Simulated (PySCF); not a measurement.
## Electronic structure of C₇H₁₁FSi in real space

```json
{"atom": "C", "x (Å)": "-2.3669", "y (Å)": "1.3334", "z (Å)": "0.4249"}
{"atom": "C", "x (Å)": "-1.5500", "y (Å)": "0.1188", "z (Å)": "0.1946"}
{"atom": "C", "x (Å)": "-1.5462", "y (Å)": "-1.1370", "z (Å)": "0.6505"}
{"atom": "C", "x (Å)": "-0.3009", "y (Å)": "-1.5244", "z (Å)": "-0.0953"}
{"atom": "C", "x (Å)": "0.9953", "y (Å)": "-1.2232", "z (Å)": "0.6876"}
{"atom": "C", "x (Å)": "1.0038", "y (Å)": "0.2170", "z (Å)": "0.1413"}
{"atom": "Si", "x (Å)": "2.4847", "y (Å)": "0.6747", "z (Å)": "-0.9415"}
{"atom": "F", "x (Å)": "2.1755", "y (Å)": "2.1175", "z (Å)": "-1.5945"}
{"atom": "C", "x (Å)": "-0.3089", "y (Å)": "-0.0742", "z (Å)": "-0.6378"}
{"atom": "H", "x (Å)": "-2.7623", "y (Å)": "1.7068", "z (Å)": "-0.5196"}
{"atom": "H", "x (Å)": "-1.7528", "y (Å)": "2.1231", "z (Å)": "0.8593"}
{"atom": "H", "x (Å)": "-3.1948", "y (Å)": "1.1183", "z (Å)": "1.0968"}
{"atom": "H", "x (Å)": "-2.1526", "y (Å)": "-1.6819", "z (Å)": "1.3518"}
{"atom": "H", "x (Å)": "-0.3105", "y (Å)": "-2.4081", "z (Å)": "-0.7266"}
{"atom": "H", "x (Å)": "0.8933", "y (Å)": "-1.3092", "z (Å)": "1.7685"}
{"atom": "H", "x (Å)": "1.8418", "y (Å)": "-1.8266", "z (Å)": "0.3652"}
{"atom": "H", "x (Å)": "0.8517", "y (Å)": "0.9660", "z (Å)": "0.9230"}
{"atom": "H", "x (Å)": "2.6297", "y (Å)": "-0.2147", "z (Å)": "-2.0849"}
{"atom": "H", "x (Å)": "3.7082", "y (Å)": "0.8557", "z (Å)": "-0.1730"}
{"atom": "H", "x (Å)": "-0.3433", "y (Å)": "0.1787", "z (Å)": "-1.6935"}
```

Geometry: GFN2-xTB.

Method: PBE0/pcSseg-1, SCF density, gas phase, non-relativistic in PySCF 2.14.0.

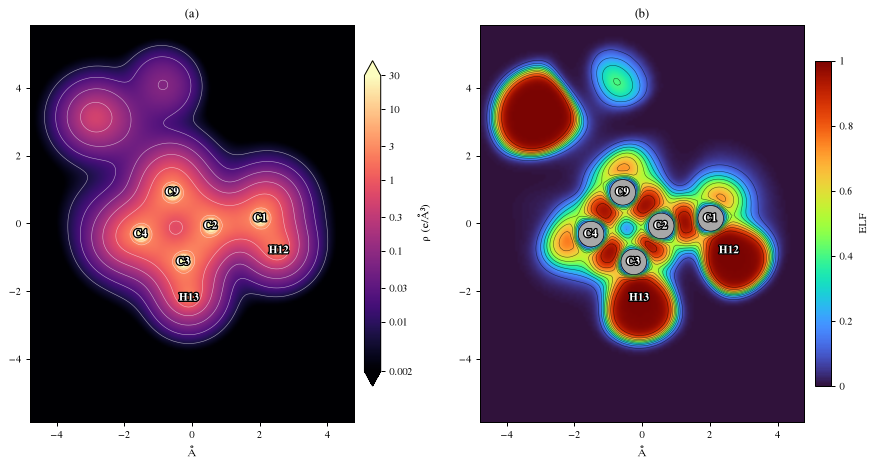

Figure 1. (a) total electron density; (b) electron localisation function on the plane of atoms C2, C3 and C4. Grey discs cover the atomic cores in the ELF map.

**Describe what can be read from this map.**

The plane passes through C and H nuclei. C–C (1.34 Å): ρ at the midpoint is about 2.3 e/Å³; the ELF peaks at about 0.95 between the atoms: a multiple bond. C–H (1.08 Å): ρ is about 2 e/Å³ halfway; the ELF climbs to about 1 towards the hydrogen, as it does in any bond to H (a covalent bond by its length). C–C (1.48 Å): the density is about 1.8 e/Å³ at the midpoint; the ELF peaks at about 0.95 between the atoms: a shared electron pair. C–C (1.55 Å): ρ is about 1.6 e/Å³ halfway; the ELF peaks at about 0.95 between the atoms, as expected for a shared electron pair.

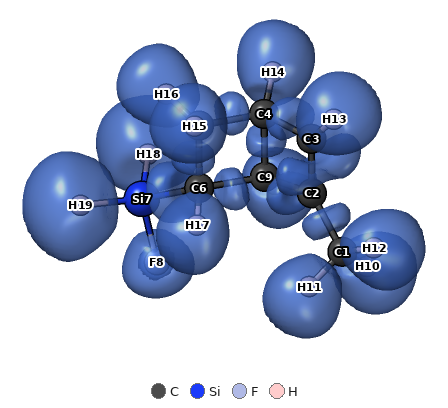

Figure 2. Isosurface of the ELF at 0.75 (blue), seen at a tilt. Core shells and regions of very low density are left out.

**Describe the localisation domains.**

The surface consists of eight regions between bonded C–C atoms (shared pairs), one region between bonded C–Si atoms (shared pairs), eleven regions around hydrogen nuclei and one region wrapped around F (its lone pairs, merged into a ring or cap). Along the contacts the grid gives the following. Si–F (1.61 Å): the ELF peaks at about 0.85 in the valence shell of F, 0.5 Å from its nucleus, and is about 0.55 at the midpoint.

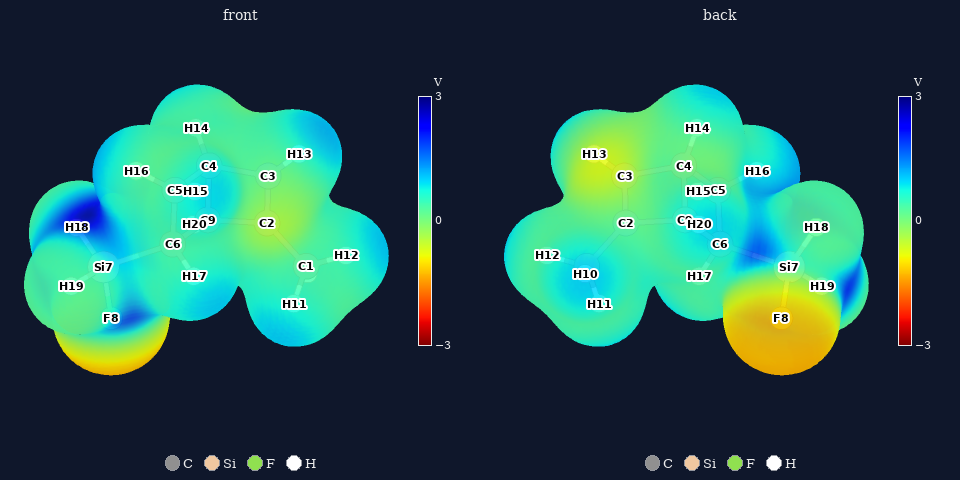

Figure 3. The electrostatic potential painted on the density surface at 0.004 e/bohr³, seen from the front and from behind; the colour scale runs from red (negative) to blue (positive).

**Describe the electrostatic potential map.**

The most negative region (about −1.3 V) lies over F8, the most positive (about +2.3 V) over Si7.
